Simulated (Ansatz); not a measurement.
```xyz
7

C    -0.8968    0.9729    0.0121
C    -0.0101    0.0123   -0.0037
C     0.8928   -0.9358    0.0225
F     1.0632   -1.8153   -0.9676
H    -1.9020    0.8172    0.4217
H    -0.6698    1.9680   -0.3887
H     1.5838   -1.0873    0.8579
```

The calculation used Ansatz, RKS PBE0/def2-SVP.

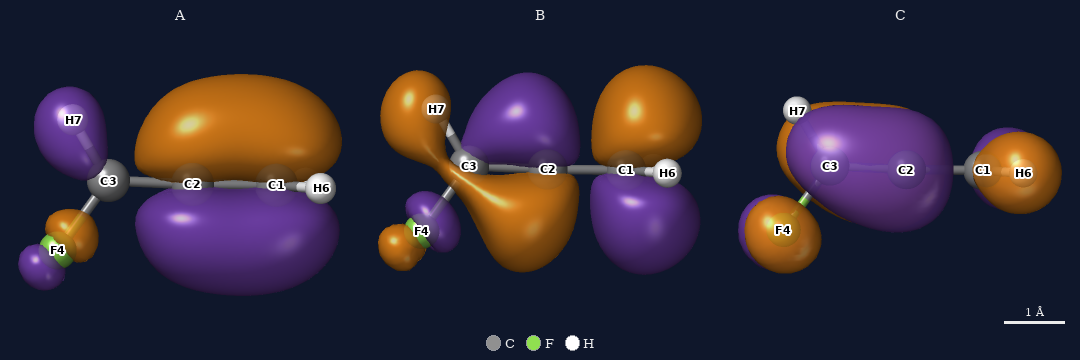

C$_{3}$H$_{3}$F. Three frontier orbitals at ±0.1 Å⁻³ᐟ² (orange and purple are the two phases), in no order.

Question: Which picture is the HOMO−1, the HOMO and the LUMO?

Answer: A is the HOMO−1 (−8.35 eV). Its weight (Hirshfeld) is mainly on C1 (about 45 %) and C2 (about 40 %); π-bonding across C1–C2. C is the HOMO (−7.35 eV). It lies mainly on C2 (about 35 %), C3 (about 35 %), F4 (about 15 %) and C1 (about 5 %); π-bonding across C2–C3. B is the LUMO (−0.45 eV). By Hirshfeld shares it lies mainly on C1 (about 35 %), C2 (about 30 %), C3 (about 15 %) and F4 (about 5 %); π-antibonding (π*) across C1–C2.

Question: What is the HOMO–LUMO gap?

Answer: 6.90 eV between the orbital energies.
